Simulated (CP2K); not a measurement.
# Two attempts at BSiH5 (BH2(SiH3))

Aim: energy and gradient of BSiH5 (BH2(SiH3)) at GFN2-xTB.

The calculation is run with CP2K 2026.2.

6 further runs of the same task are left out: 1 that didn't finish, 5 set aside as unsound or not needed.

## Step 1: Starting point

BSiH5: 7 atoms, total charge 0, spin state singlet. As SMILES, `[H]B([H])[SiH3]`. Geometry: relaxed at GFN2-xTB.

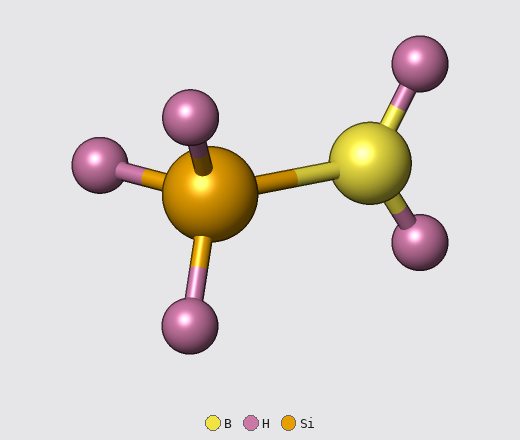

Viewed from a chosen angle; boron yellow, hydrogen pink, silicon amber.

## Step 2: Try one

The input, molecule.xyz:

```xyz
7

B      0.595540     1.038560     0.005960
H      1.765140     1.076930     0.027400
H      0.039220     2.066980    -0.048000
Si    -0.377680    -0.657970     0.018400
H     -1.713750    -0.605710     0.632990
H      0.300530    -1.764180     0.713070
H     -0.608990    -1.154610    -1.349820
```

The input, gas.inp:

```
&GLOBAL
 PROJECT_NAME gas
 RUN_TYPE ENERGY_FORCE
 PRINT_LEVEL MEDIUM
&END GLOBAL

&FORCE_EVAL
 METHOD Quickstep
 &DFT
  &QS
   METHOD XTB
   EPS_DEFAULT 1.0E-10
   &XTB
    GFN_TYPE TBLITE
    &TBLITE
     METHOD GFN2
    &END TBLITE
    CHECK_ATOMIC_CHARGES F
   &END XTB
  &END QS
  &POISSON
   PERIODIC NONE
   POISSON_SOLVER ANALYTIC
  &END POISSON
  &SCF
   SCF_GUESS ATOMIC
   EPS_SCF 1.0E-07
   MAX_SCF 150
   ADDED_MOS 2
   &DIAGONALIZATION
    ALGORITHM STANDARD
   &END DIAGONALIZATION
   &MIXING
    METHOD DIRECT_P_MIXING
    ALPHA 0.4
   &END MIXING
   &SMEAR ON
    METHOD FERMI_DIRAC
    ELECTRONIC_TEMPERATURE [K] 300
   &END SMEAR
  &PRINT
   &MOMENTS
    PERIODIC F
    REFERENCE COM
    MAX_MOMENT 1
   &END MOMENTS
   &MO ON
    ENERGIES T
    OCCUPATION_NUMBERS T
    NDIGITS 6
    &EACH
     QS_SCF 0
    &END EACH
    ADD_LAST NUMERIC
   &END MO
   &HIRSHFELD OFF
   &END HIRSHFELD
  &END PRINT
 &END DFT
 &SUBSYS
  &CELL
   ABC 15.5 15.8 14.1
   PERIODIC NONE
  &END CELL
  &TOPOLOGY
   COORD_FILE_NAME molecule.xyz
   COORD_FILE_FORMAT XYZ
   &CENTER_COORDINATES
   &END CENTER_COORDINATES
  &END TOPOLOGY
 &END SUBSYS
 &PRINT
  &FORCES ON
  &END FORCES
 &END PRINT
&END FORCE_EVAL
```

The run is started by

```bash
OMP_NUM_THREADS=1 cp2k.psmp -i gas.inp > gas.out 2>&1
```

Output:

```text
Possible matches for unknown subsection

 MOMENTS

   subsection MOMENTS in section %__ROOT__%FORCE_EVAL%DFT%ENERGY_CORRECTION%PRINT score:  110
   subsection MOMENTS in section %__ROOT__%FORCE_EVAL%DFT%REAL_TIME_PROPAGATION%PRINT score:  110
   subsection MOMENTS in section %__ROOT__%FORCE_EVAL%DFT%PRINT score:  110
   subsection MOMENTS_FT in section %__ROOT__%FORCE_EVAL%DFT%REAL_TIME_PROPAGATION%PRINT score:  107
   enum SILENT in section %__ROOT__%GLOBAL%PRINT for keyword _SECTION_PARAMETERS_ score:  106

 *******************************************************************************
 *   ___                                                                       *
 *  /   \                                                                      *
 * [ABORT]                                                                     *
 *  \___/               unknown subsection MOMENTS of section PRINT            *
 *    |                                                                        *
 *  O/|                                                                        *
 * /| |                                                                        *
 * / \                                               input/input_parsing.F:192 *
 *******************************************************************************

 ===== Routine Calling Stack =====

            6 section_vals_parse
            5 section_vals_parse
            4 section_vals_parse
            3 section_vals_parse
            2 section_vals_parse
            1 read_input

Program received signal SIGABRT: Process abort signal.

Backtrace for this error:
#0  0x473d96fbf957 in ???
#1  0x473db7874cac in __pthread_kill_implementation
#2  0x473db781bfb7 in raise
#3  0x473db7805d37 in abort
#4  0x473d97692d83 in ???
#5  0x473d97694297 in ???
#6  0x473d97803e77 in ???
#7  0x473d978038f7 in ???
#8  0x473d978038f7 in ???
#9  0x473d978038f7 in ???
#10  0x473d978038f7 in ???
#11  0x473d970d9807 in ???
#12  0x473d97944e8b in ???
#13  0x473d97949d0b in ???
#14  0x473d97060db3 in ???
#15  0x473d9705ef13 in ???
#16  0x473db7806573 in __libc_start_call_main
#17  0x473db7806657 in __libc_start_main_impl
#18  0x473d9705f06f in ???
#19  0xffffffffffffffff in ???
```

Wall time 0.24 s (1 thread of Arm Neoverse V2, shared host).

## Step 3: Reading the log

The program refused the input.

The log says `\___/               unknown subsection MOMENTS of section PRINT`. The fault: a section of the input isn't closed.

## Step 4: Second attempt

molecule.xyz is that of step 2.

The input, mol.inp:

```
&GLOBAL
  PROJECT mol
  RUN_TYPE ENERGY_FORCE
  PRINT_LEVEL MEDIUM
&END
&FORCE_EVAL
  METHOD QS
  &DFT
    &QS
      METHOD XTB
      EPS_DEFAULT 1.0E-10
      &XTB
        GFN_TYPE TBLITE
        &TBLITE
          METHOD GFN2
        &END
        CHECK_ATOMIC_CHARGES F
      &END
    &END
    &POISSON
      PERIODIC NONE
      POISSON_SOLVER ANALYTIC
    &END
    &SCF
      SCF_GUESS ATOMIC
      EPS_SCF 1.0E-07
      MAX_SCF 150
      ADDED_MOS 2
      &DIAGONALIZATION
        ALGORITHM STANDARD
      &END
      &MIXING
        METHOD DIRECT_P_MIXING
        ALPHA 0.4
      &END
      &SMEAR ON
        METHOD FERMI_DIRAC
        ELECTRONIC_TEMPERATURE [K] 300
      &END
    &END
    &PRINT
      &MOMENTS
        PERIODIC F
        REFERENCE COM
        MAX_MOMENT 1
      &END
      &MO ON
        ENERGIES T
        OCCUPATION_NUMBERS T
        NDIGITS 6
        &EACH
          QS_SCF 0
        &END
        ADD_LAST NUMERIC
      &END
      &HIRSHFELD OFF
      &END
    &END
  &END
  &SUBSYS
    &CELL
      ABC 15.5 15.8 14.1
      PERIODIC NONE
    &END
    &TOPOLOGY
      COORD_FILE_NAME molecule.xyz
      COORD_FILE_FORMAT XYZ
      &CENTER_COORDINATES
      &END
    &END
  &END
  &PRINT
    &FORCES ON
    &END
  &END
&END
```

The run is started by

```bash
OMP_NUM_THREADS=1 cp2k.psmp mol.inp > mol.out
```

Output:

```text
CP2K| version string:                                       CP2K version 2026.2
[...]
 GLOBAL| Method name                                                        CP2K
[...]
 GLOBAL| Run type                                                   ENERGY_FORCE
[...]
                             - Atoms:                                          7
[...]
                             - Spherical basis functions:                     18
[...]
 Number of electrons:                                                         12
[...]
  *** SCF run converged in    14 steps ***
[...]
  Fermi energy:                                                -0.32144494204700
[...]
 TB_DIPOLE| Moment [Debye]          0.15741824       0.27466782       0.02688815
 TB_DIPOLE| Derivative [a.u.]       0.00000000       0.00000000       0.00000000
[...]
 ENERGY| Total FORCE_EVAL ( QS ) energy [hartree]             -5.476055369951275
 FORCES| Atomic forces [hartree/bohr]
 FORCES|   Atom     x               y               z               |f|
 FORCES|      1 -4.09412856E-06 -6.93316910E-05 -1.40912469E-05   7.08675420E-05
 FORCES|      2  5.02744964E-05  3.13418244E-05  7.72904236E-06   5.97459040E-05
 FORCES|      3 -3.95434514E-06  2.69686367E-06  4.32120236E-06   6.44846563E-06
 FORCES|      4 -2.00849838E-05 -2.59120590E-05  4.17705906E-05   5.31001282E-05
 FORCES|      5 -1.57419305E-06 -2.68887053E-05  2.16046934E-05   3.45288768E-05
 FORCES|      6 -3.23449346E-05  9.12471729E-05 -3.16177225E-05   1.01842632E-04
 FORCES|      7  1.17780887E-05 -3.15340571E-06 -2.97165592E-05   3.21207290E-05
 FORCES| Sum    -7.37155833E-17 -3.91668035E-18  5.55145394E-17
 FORCES| Total atomic force                                       9.23644504E-17
[...]
```

Run time: 0.2 s. Hardware: 1 thread of Arm Neoverse V2, shared host.

## Step 5: Outcome

Level: GFN2-xTB.

| quantity | value |
| --- | --- |
| total energy | -5.47606 Eh |
| dipole moment (from atomic charges alone) | 0.32 D |
| HOMO energy | -10.38 eV |
| LUMO energy | -7.83 eV |
| HOMO–LUMO gap | 2.55 eV |
| largest force on an atom | 0.005 eV/Å |

**Reading.** The dipole comes from point charges on the atoms alone, without atomic dipoles, so it is partial.
